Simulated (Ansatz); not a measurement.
# [BH4]− (borohydride): CAM-B3LYP/6-31G

Aim: the energy change on altering one bond length of [BH4]− (borohydride) at CAM-B3LYP/6-31G, from 2 runs. 

The results are computed with Ansatz 0.2.0.

5 further runs of the same task are left out: 4 that didn't finish, 1 set aside as unsound or not needed.

## 1. Starting point

[BH4]−: 5 atoms, total charge -1, spin state singlet. As SMILES, `[BH4-]`. Geometry: relaxed at GFN2-xTB.

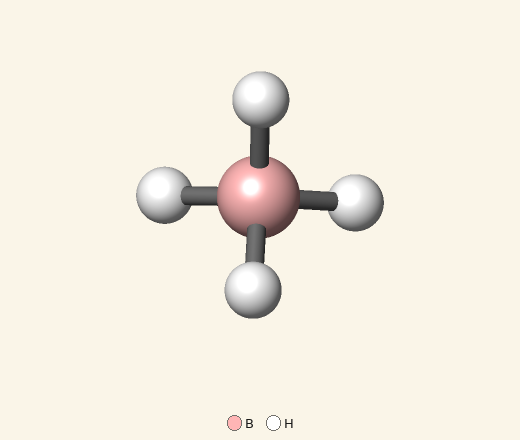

The structure, seen from a chosen angle (boron pink, hydrogen white).

## 2. The energy at CAM-B3LYP/6-31G

input.yaml reads:

```yaml
basis:
  gaussian:
    orbitals: 6-31G
crystal:
  periodic: [false, false, false]
  atoms:
    - symbol: B
      position_ang: [0.000100, 0.000170, -0.000110]
    - symbol: H
      position_ang: [0.683660, 0.997010, 0.217690]
    - symbol: H
      position_ang: [0.726340, -0.988490, -0.067070]
    - symbol: H
      position_ang: [-0.600410, 0.139700, -1.063360]
    - symbol: H
      position_ang: [-0.809690, -0.148380, 0.912850]
total_charge: -1
hamiltonian:
  xc: {name: CAM-B3LYP}
accuracy: high
```

Command:

```
$ ansatz run input.yaml --threads 1 --pin off --max-ram 2610MiB --events-out events.jsonl --progress --plain --runs-dir runs
```

The log of the run:

```text
Warning: RAYON_NUM_THREADS=1 ignored (pool sized by the plan → 1); use --threads N
Functional definition: CAM-B3LYP
  name "CAM-B3LYP"
  parameter alpha = 0.19
  parameter beta = 0.46
  parameter omega = 0.33/bohr
  parameter ac = 0.81
  exchange = (1 - alpha - beta)*b88_x + beta*b88_x_sr(omega) + alpha*exact_x + beta*exact_x_lr(omega)
  correlation = (1 - ac)*vwn5_c + ac*lyp_c
414 factors; integrals over basis functions are off by at most 3.1e-9 eV
181 factors; integrals over basis functions are off by at most 2.4e-9 eV
mean field evaluation 1: about -740.1869 eV, gradient 4.8e0 eV
mean field evaluation 2: about -740.2945 eV, gradient 1.0e0 eV
mean field evaluation 4: about -740.2996 eV, gradient 2.0e-2 eV
mean field evaluation 8: about -740.2930 eV, gradient 5.9e-5 eV
mean field -740.29297619 eV, -27.2052650862 hartree, gradient 5.9e-8 eV, S^2 0.000000; 0 other end points of the search recorded, 0 dependent functions left out
reference -740.29298877 eV, -27.2052655485 hartree; 5, 5 occupied and 12, 12 virtual orbitals, 414 factors
Total energy: -740.29298877 eV, -27.2052655485 hartree
```

Run time: 0.83 s. Hardware: 1 thread of Intel Xeon Platinum 8259CL at 2.50GHz (Skylake/Cascade Lake), shared host; peak memory 0.1 GiB.

## 3. The distorted shape, same level

in.yaml reads:

```yaml
crystal:
  periodic: [false, false, false]
  atoms:
    - symbol: B
      position_ang: [-0.170789, -0.249038, -0.054560]
    - symbol: H
      position_ang: [0.683660, 0.997010, 0.217690]
    - symbol: H
      position_ang: [0.555451, -1.237698, -0.121520]
    - symbol: H
      position_ang: [-0.771299, -0.109508, -1.117810]
    - symbol: H
      position_ang: [-0.980579, -0.397588, 0.858400]
basis:
  gaussian: {orbitals: 6-31G}
total_charge: -1
hamiltonian: {xc: {name: CAM-B3LYP}}
accuracy: high
```

Command:

```
$ ansatz run in.yaml --threads 1 --pin off --max-ram 2610MiB --events-out events.jsonl --progress --plain --runs-dir runs
```

The log of the run, shortened:

```text
Warning: RAYON_NUM_THREADS=1 ignored (pool sized by the plan → 1); use --threads N
[... 8 set-up lines as earlier in the session ...]
413 factors; integrals over basis functions are off by at most 3.8e-9 eV
182 factors; integrals over basis functions are off by at most 2.3e-9 eV
mean field evaluation 1: about -739.6597 eV, gradient 5.3e0 eV
mean field evaluation 2: about -739.7974 eV, gradient 1.7e0 eV
mean field evaluation 4: about -739.8089 eV, gradient 4.8e-2 eV
mean field evaluation 8: about -739.8002 eV, gradient 4.8e-5 eV
mean field -739.80016279 eV, -27.1871545281 hartree, gradient 1.6e-8 eV, S^2 0.000000; 0 other end points of the search recorded, 0 dependent functions left out
reference -739.80017561 eV, -27.1871549990 hartree; 5, 5 occupied and 12, 12 virtual orbitals, 413 factors
Total energy: -739.80017561 eV, -27.1871549990 hartree
```

Run time: 0.93 s. Hardware: 1 thread of Intel Xeon Platinum 8259CL at 2.50GHz (Skylake/Cascade Lake), shared host; peak memory 0.1 GiB.

## 4. Outcome

At CAM-B3LYP/6-31G:

```
                                                         quantity         value
                                        first shape: total energy  -27.20527 Eh
                                    distorted shape: total energy  -27.18715 Eh
energy change with the B1–H2 bond stretched from 1.228 to 1.535 Å      0.493 eV
```

In words: With the B1–H2 bond stretched from 1.228 to 1.535 Å the energy rises by 0.49 eV (47.5 kJ/mol). The first shape isn't relaxed at this level, so the change isn't measured from a minimum.
